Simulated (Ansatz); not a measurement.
# BNHS (quartet): correlated methods under varied settings at distance B1–S2 = 2.719 Å

Aim: run BNHS (quartet) at one geometry under a spread of methods and options, and see what each costs and gives.

The runs use Ansatz 0.2.0, Gaussian basis; the settings change from run to run.

42 further runs of the same task are left out: 5 for a known fault of the program, 1 for a mislabelled method, 29 that didn't finish, 7 set aside as unsound or not needed.

## Step 1: The geometry

The geometry derives from a PBE0/def2-TZVP stationary point (not a proven minimum). One bond is set to the value named and the two fragments are kept rigid.

4 atoms, charge 0, spin multiplicity 4.

Atoms are counted from 1 here; the program's logs count them from 0.

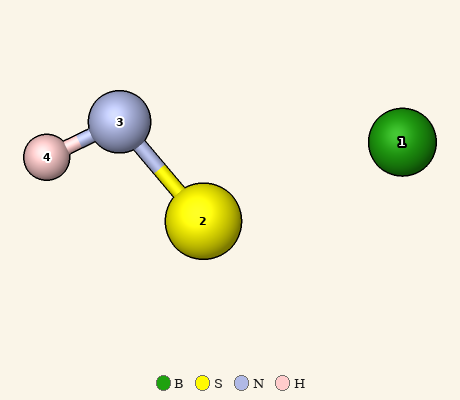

The structure; boron green, sulfur yellow, nitrogen light blue, hydrogen pink; atoms are numbered from 1 in the order of the file.

As a file:

```
B     0.0000   -1.1449    2.1072
S     0.0000    0.5382   -0.0282
N     0.0000   -0.3718   -1.4061
H     0.0000    0.3241   -2.1643
```

## Step 2: BCCD(T) on UHF/cc-pVDZ

Input file in.yaml:

```yaml
crystal:
  periodic: [false, false, false]
  atoms:
    - {symbol: B, position_ang: [0.000000, -1.144946, 2.107179]}
    - {symbol: S, position_ang: [0.000000, 0.538231, -0.028208]}
    - {symbol: N, position_ang: [0.000000, -0.371750, -1.406094]}
    - {symbol: H, position_ang: [0.000000, 0.324061, -2.164285]}
basis:
  gaussian: {orbitals: cc-pVDZ, fitting: {mean_field: def2-universal-jkfit}}
magnetization: {spin_polarized: true, initial_magnetization: 3}
correlation: {method: bccd_t, electrons: valence}
```

On the command line:

```bash
$ ansatz run in.yaml --threads 1 --pin off --events-out ev --progress --plain --max-ram 2393MiB
```

Standard output, cut to the lines that bear on the results:

```text
Functional definition: HF
  name "HF"
  cite "Fock, Z. Phys. 61, 126 (1930) doi:10.1007/BF01340294"
  parent pbe
[...]
298 factors; integrals over basis functions are off by at most 2.2e-1 eV
[...]
mean field -12980.62887304 eV, -477.0293124979 hartree, gradient 3.0e-6 eV, S^2 3.832342; 22 other end points of the search recorded, 0 dependent functions left out
determinant -12980.62887304 eV, -477.0293124979 hartree, with singles and doubles -12990.16663221 eV, -477.3798186827 hartree
determinant -12980.53218468 eV, -477.0257592662 hartree, with singles and doubles -12990.06144043 eV, -477.3759529560 hartree
determinant -12979.76447542 eV, -476.9975464713 hartree, with singles and doubles -12989.34463005 eV, -477.3496106603 hartree
determinant -12979.01371396 eV, -476.9699564964 hartree, with singles and doubles -12987.90788864 eV, -477.2968113872 hartree
determinant -12978.95876903 eV, -476.9679373077 hartree, with singles and doubles -12987.83784945 eV, -477.2942374946 hartree
determinant -12978.81653415 eV, -476.9627102722 hartree, with singles and doubles -12987.82293478 eV, -477.2936893907 hartree
determinant -12978.36645595 eV, -476.9461702036 hartree, with singles and doubles -12988.23619070 eV, -477.3088762657 hartree
determinant -12978.36294319 eV, -476.9460411118 hartree, with singles and doubles -12986.73885842 eV, -477.2538503190 hartree
determinant -12978.02800806 eV, -476.9337324730 hartree, with singles and doubles -12986.99827155 eV, -477.2633835758 hartree
determinant -12977.18508402 eV, -476.9027555857 hartree, with singles and doubles -12986.18548179 eV, -477.2335141032 hartree
determinant -12980.62887304 eV, -477.0293124979 hartree, with singles and doubles -12990.17585200 eV, -477.3801575036 hartree
determinant -12980.53218468 eV, -477.0257592662 hartree, with singles and doubles -12990.07052406 eV, -477.3762867732 hartree
7 core orbitals not correlated: weight in the atoms' cores, before any rotation towards them, 1.000 or more for the frozen orbitals, at most 0.000 for the correlated occupied ones
reference -12980.62887304 eV, -477.0293124979 hartree; 9, 6 occupied and 35, 38 virtual orbitals, 298 factors
second order -8.07167806 eV of doubles, -0.00000000 eV of singles
cycle   1  -9.50530461 eV  change    4.2e-2 eV  update   2.5e-2
[...]
cycle  13  -9.50919115 eV  change   -1.1e-5 eV  update   1.2e-5
perturbative correction -0.38165780 eV, -0.0140256654 hartree
Total energy: -12990.51972199 eV, -477.3927944926 hartree
```

Run time: 68 s. Hardware: 1 thread of AMD EPYC, shared host.

From the report: ⟨S²⟩ of the determinant 3.832 (pure quartet: 3.75); correlation -9.8908 eV; largest double amplitude 0.05.

## Step 3: CCSD on ROHF/cc-pVDZ

in.yaml: that of step 2 with these lines changed.

```diff
@@ -8,4 +8,4 @@
 basis:
-  gaussian: {orbitals: cc-pVDZ, fitting: {mean_field: def2-universal-jkfit}}
-magnetization: {spin_polarized: true, initial_magnetization: 3}
-correlation: {method: bccd_t, electrons: valence}
+  gaussian: {orbitals: cc-pVDZ}
+magnetization: {spin_polarized: false, initial_magnetization: 3}
+correlation: {method: ccsd, electrons: valence}
```

Launched as before.

Standard output, cut to the lines that bear on the results:

```text
Functional definition: HF
  name "HF"
  cite "Fock, Z. Phys. 61, 126 (1930) doi:10.1007/BF01340294"
  parent pbe
[...]
506 factors; integrals over basis functions are off by at most 1.2e-3 eV
[...]
mean field -12980.22254520 eV, -477.0143802252 hartree, gradient 3.1e-6 eV, S^2 3.750000; 21 other end points of the search recorded, 0 dependent functions left out
[...]
determinant -12980.22254520 eV, -477.0143802252 hartree, with singles and doubles -12990.16681167 eV, -477.3798252775 hartree
determinant -12980.11460519 eV, -477.0104135029 hartree, with singles and doubles -12990.06219896 eV, -477.3759808315 hartree
determinant -12979.39587408 eV, -476.9840006220 hartree, with singles and doubles -12989.33507881 eV, -477.3492596587 hartree
determinant -12978.67121064 eV, -476.9573697318 hartree, with singles and doubles -12987.90505681 eV, -477.2967073197 hartree
[...]
determinant -12976.80839257 eV, -476.8889124304 hartree, with singles and doubles -12986.17657340 eV, -477.2331867260 hartree
determinant -12976.65770772 eV, -476.8833748641 hartree, with singles and doubles -12986.00996080 eV, -477.2270638257 hartree
determinant -12980.22254520 eV, -477.0143802252 hartree, with singles and doubles -12990.17225622 eV, -477.3800253609 hartree
determinant -12980.11460519 eV, -477.0104135029 hartree, with singles and doubles -12990.06696782 eV, -477.3761560837 hartree
7 core orbitals not correlated: weight in the atoms' cores, before any rotation towards them, 1.000 or more for the frozen orbitals, at most 0.000 for the correlated occupied ones
reference -12980.22254520 eV, -477.0143802252 hartree; 9, 6 occupied and 35, 38 virtual orbitals, 506 factors
second order -8.32696386 eV of doubles, -0.23125572 eV of singles
cycle   1  -9.94971396 eV  change   -2.9e-6 eV  update   2.9e-6
Total energy: -12990.17225916 eV, -477.3800254690 hartree
```

It took 70 s on 1 thread of AMD EPYC, shared host.

From the report: correlation -9.9497 eV; T1 0.051; largest double amplitude 0.07.

## Step 4: CASCI(9,6)/6-31G

in.yaml: that of step 3 with these lines changed.

```diff
@@ -8,4 +8,6 @@
 basis:
-  gaussian: {orbitals: cc-pVDZ}
+  gaussian: {orbitals: 6-31G}
 magnetization: {spin_polarized: false, initial_magnetization: 3}
-correlation: {method: ccsd, electrons: valence}
+correlation: {active_space: {window: {electrons: 9, orbitals: 6}, fixed_orbitals: true}}
+scf: {lower_state_search: light}
+output: {forces: true}
```

Launched as before.

Standard output, cut to the lines that bear on the results:

```text
Functional definition: HF
  name "HF"
  cite "Fock, Z. Phys. 61, 126 (1930) doi:10.1007/BF01340294"
  parent pbe
[...]
431 factors; integrals over basis functions are off by at most 2.4e-4 eV
[...]
mean field -12977.59504456 eV, -476.9178213579 hartree, gradient 3.2e-6 eV, S^2 3.750000; 17 other end points of the search recorded, 0 dependent functions left out
reference -12977.59504456 eV, -476.9178213579 hartree; 16, 13 occupied and 17, 20 virtual orbitals, 431 factors
state -12977.72888158 eV, -476.9227397774 hartree
[...]
Total energy: -12977.72888158 eV, -476.9227397774 hartree
Atom 0 at     0.000000    -1.144946     2.107179 Å, force    -0.000000    -0.194390     0.275034 eV/Å
Atom 1 at     0.000000     0.538231    -0.028208 Å, force     0.000000     0.732396     2.236308 eV/Å
Atom 2 at     0.000000    -0.371750    -1.406094 Å, force    -0.000000     0.855933    -1.880056 eV/Å
Atom 3 at     0.000000     0.324061    -2.164285 Å, force    -0.000000    -1.393939    -0.631286 eV/Å
Dipole moment:    -0.000000     0.375782    -0.252241 e Å
```

Wall time 12 s (1 thread of AMD EPYC, shared host).

From the report: 12 determinants; active occupations 2.00, 1.98, 1.98, 1.02, 1.02, 1.00.

## Step 5: BCCD(T)/6-31G

Input file in.yaml:

```yaml
crystal:
  periodic: [false, false, false]
  atoms:
    - {symbol: B, position_ang: [0.000000, -1.144946, 2.107179]}
    - {symbol: S, position_ang: [0.000000, 0.538231, -0.028208]}
    - {symbol: N, position_ang: [0.000000, -0.371750, -1.406094]}
    - {symbol: H, position_ang: [0.000000, 0.324061, -2.164285]}
basis:
  gaussian: {orbitals: 6-31G}
magnetization: {spin_polarized: true, initial_magnetization: 3}
hamiltonian: {xc: {name: r2SCAN}, pseudopotentials: {relativity: none}}
correlation: {method: bccd_t, electrons: outside_noble_gas}
scf: {lower_state_search: off}
```

Same command.

Standard output, cut to the lines that bear on the results:

```text
Functional definition: r2SCAN
  name "r2SCAN"
  cite "Furness, Kaplan, Ning, Perdew & Sun, J. Phys. Chem. Lett. 11, 8208 (2020) doi:10.1021/acs.jpclett.0c02405"
  cite "Furness, Kaplan, Ning, Perdew & Sun, J. Phys. Chem. Lett. 11, 9248 (2020) doi:10.1021/acs.jpclett.0c03077"
  parent r2scan
[...]
431 factors; integrals over basis functions are off by at most 2.4e-4 eV
[...]
mean field -13006.19314262 eV, -477.9687820771 hartree, gradient 9.8e-6 eV, S^2 3.770662; 0 other end points of the search recorded, 0 dependent functions left out
7 core orbitals not correlated: weight in the atoms' cores, before any rotation towards them, 1.000 or more for the frozen orbitals, at most 0.000 for the correlated occupied ones
reference -12976.96045689 eV, -476.8945006908 hartree; 9, 6 occupied and 17, 20 virtual orbitals, 431 factors
second order -5.49413040 eV of doubles, -0.35820876 eV of singles
cycle   1  -5.76671126 eV  change    8.8e-2 eV  update   1.0e-1
[...]
cycle  20  -6.26912396 eV  change   -7.9e-6 eV  update   3.6e-6
perturbative correction -0.18435679 eV, -0.0067749869 hartree
Total energy: -12983.41393764 eV, -477.1316617340 hartree
Checks for a lower state left out: stability, starts, cluster_reference, orbital_swaps, neighbouring_geometries, increment
```

Wall time 13 s (1 thread of AMD EPYC, shared host).

From the report: ⟨S²⟩ of the determinant 3.771 (pure quartet: 3.75); correlation -6.4535 eV; largest double amplitude 0.07.

## Step 6: CCSD(T) on UHF/cc-pVDZ

Input file in.yaml:

```yaml
crystal:
  periodic: [false, false, false]
  atoms:
    - {symbol: B, position_ang: [0.000000, -1.144946, 2.107179]}
    - {symbol: S, position_ang: [0.000000, 0.538231, -0.028208]}
    - {symbol: N, position_ang: [0.000000, -0.371750, -1.406094]}
    - {symbol: H, position_ang: [0.000000, 0.324061, -2.164285]}
basis:
  gaussian: {orbitals: cc-pVDZ}
magnetization: {spin_polarized: true, initial_magnetization: 3}
correlation: {method: ccsd_t, electrons: valence}
scf: {lower_state_search: light}
output: {forces: true}
```

Launched as before.

Standard output, cut to the lines that bear on the results:

```text
Functional definition: HF
  name "HF"
  cite "Fock, Z. Phys. 61, 126 (1930) doi:10.1007/BF01340294"
  parent pbe
[...]
506 factors; integrals over basis functions are off by at most 1.2e-3 eV
[...]
mean field -12980.63118177 eV, -477.0293973421 hartree, gradient 2.3e-6 eV, S^2 3.832291; 22 other end points of the search recorded, 0 dependent functions left out
determinant -12980.63118177 eV, -477.0293973421 hartree, with singles and doubles -12990.16819255 eV, -477.3798760240 hartree
determinant -12980.53455537 eV, -477.0258463874 hartree, with singles and doubles -12990.06307170 eV, -477.3760129041 hartree
determinant -12979.76682590 eV, -476.9976328499 hartree, with singles and doubles -12989.34624987 eV, -477.3496701877 hartree
determinant -12979.01597795 eV, -476.9700396968 hartree, with singles and doubles -12987.90953215 eV, -477.2968717854 hartree
[...]
7 core orbitals not correlated: weight in the atoms' cores, before any rotation towards them, 1.000 or more for the frozen orbitals, at most 0.000 for the correlated occupied ones
reference -12980.63118177 eV, -477.0293973421 hartree; 9, 6 occupied and 35, 38 virtual orbitals, 506 factors
second order -8.07223992 eV of doubles, -0.00000000 eV of singles
cycle   1  -9.54624434 eV  change   -5.0e-6 eV  update   4.1e-6
[...]
cycle  12  -9.54624676 eV  change   -4.9e-8 eV  update   4.8e-8
perturbative correction -0.33094431 eV, -0.0121619792 hartree
[...]
Total energy: -12990.50837284 eV, -477.3923774191 hartree
Atom 0 at     0.000000    -1.144946     2.107179 Å, force    -0.000000     0.114231    -0.174540 eV/Å
Atom 1 at     0.000000     0.538231    -0.028208 Å, force    -0.000000    -0.863940    -0.432017 eV/Å
Atom 2 at     0.000000    -0.371750    -1.406094 Å, force    -0.000000     0.850735     1.259484 eV/Å
Atom 3 at     0.000000     0.324061    -2.164285 Å, force     0.000000    -0.101027    -0.652927 eV/Å
Dipole moment:     0.000000     0.355339    -0.235555 e Å
```

It took 1.8 min on 1 thread of AMD EPYC, shared host.

From the report: ⟨S²⟩ of the determinant 3.832 (pure quartet: 3.75); correlation -9.8772 eV; T1 0.048; largest double amplitude 0.07.

## Step 7: The runs in one table

Where basis and cores are those of an earlier UCCSDT(Q)/cc-pVDZ run (-12990.5983 eV), and the state is the same kind, the miss against it is given.

| level | correlated | functions | energy (eV) | from UCCSDT(Q) (meV) | time |
| --- | --- | --- | --- | --- | --- |
| BCCD(T) on UHF/cc-pVDZ | valence | 51 | -12990.5197 | 78.5 | 68 s |
| CCSD on ROHF/cc-pVDZ | valence | 51 | -12990.1723 | 426.0 | 70 s |
| CASCI(9,6)/6-31G |  | 33 | -12977.7289 |  | 12 s |
| BCCD(T)/6-31G (on r2SCAN orbitals) | outside noble gas | 33 | -12983.4139 |  | 13 s |
| CCSD(T) on UHF/cc-pVDZ | valence | 51 | -12990.5084 | 89.9 | 1.8 min |

## Step 8: What came out

```
quantity                            value
    runs                                5
quickest           CASCI(9,6)/6-31G, 12 s
 slowest  CCSD(T) on UHF/cc-pVDZ, 1.8 min
```

Total energies in different bases, with other cores or another treatment of relativity can't be set against each other. CCSD(T) on UHF/cc-pVDZ took 9 times as long as CASCI(9,6)/6-31G; the jobs differ in more than the method. Among the correlated runs with a miss given, it spans +79 to +426 meV.
